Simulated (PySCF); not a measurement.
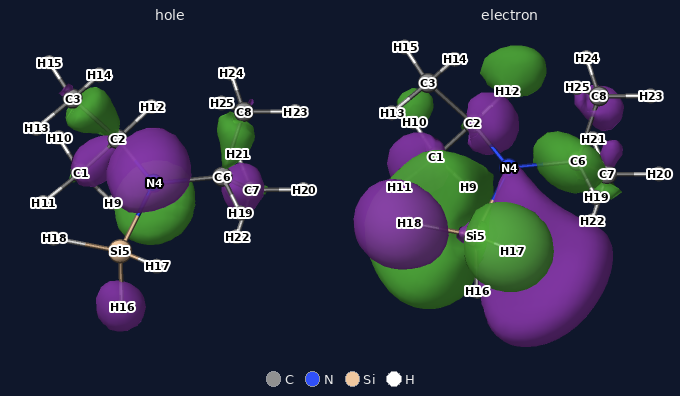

C₆H₁₇NSi, SMILES `CC(C)N([SiH3])C(C)C`. Leading natural transition orbital pair of S₂ (TDA singlet states); the surfaces enclose about 70 % of each orbital's density.

PySCF calculation, CAM-B3LYP/6-31G*, gas phase; geometry: GFN2-xTB. No frequency check shows the geometry to be a minimum. Without diffuse functions Rydberg states are missing, so the states' numbers hold for this basis only.

Cartesian coordinates (Å):

```
C1      -1.5994    0.7868   -1.4000
C2      -0.6943    0.9641   -0.1802
C3      -1.4959    1.5004    1.0080
N4       0.0015   -0.2630    0.1721
Si5     -0.8060   -1.7703    0.3285
C6       1.4507   -0.2417    0.0928
C7       1.9594   -0.0346   -1.3373
C8       2.0676    0.7802    1.0523
H9      -1.0328    0.3730   -2.2305
H10     -2.0126    1.7466   -1.7032
H11     -2.4182    0.1109   -1.1698
H12      0.0597    1.7154   -0.4365
H13     -2.2915    0.8094    1.2704
H14     -0.8478    1.6228    1.8718
H15     -1.9367    2.4637    0.7608
H16     -0.9406   -2.5194   -0.9355
H17     -0.0111   -2.5708    1.2622
H18     -2.1450   -1.5405    0.8687
H19      1.7841   -1.2333    0.4158
H20      3.0417   -0.1354   -1.3647
H21      1.6989    0.9526   -1.7121
H22      1.5224   -0.7823   -1.9951
H23      3.1473    0.6542    1.0780
H24      1.8520    1.8011    0.7470
H25      1.6748    0.6263    2.0543
```

Give its energy and the atoms that hole and electron lie on.

7.07 eV (175 nm), f = 0.000 (very weak); the leading pair carries 100 %; hole on N4 (53 %), Si5 (9 %) and C2 and C6 (6 % each), electron on Si5 (38 %), H17 and H18 (8 % each) and H16 (7 %); their centroids lie 1.1 Å apart. In canonical orbitals it is mainly HOMO → LUMO+1 (96 %). The HOMO–LUMO gap is 9.59 eV.

Run time: 4.5 min on 1 thread of AMD EPYC 9R45 96-Core Processor (Zen 5) (shared host), peak memory 1 GiB.
